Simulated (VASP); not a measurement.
Band structure of CdSe (space group P6_3mc). Method: PBE GGA, VASP's PBE PAW potentials (set 64) (plane waves; VASP).

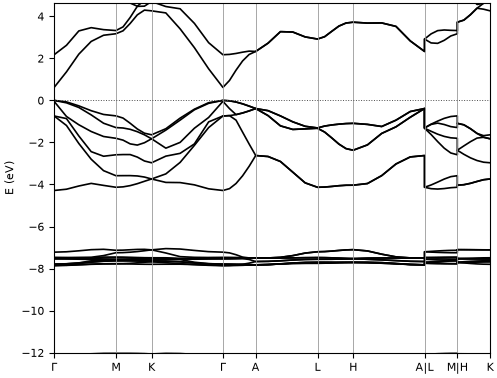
Bands along high-symmetry lines, zero at the valence-band maximum or, without a gap, the Fermi level

**Question.** Read the plot: is there a gap, and where are the band edges?

**Answer.** The gap is direct, 0.62 eV, from the valence maximum at Γ to the conduction minimum at Γ.

The structure comes from a computed database's CdSe entry; how it stands against other phases isn't given here. The cell was not relaxed at this level.
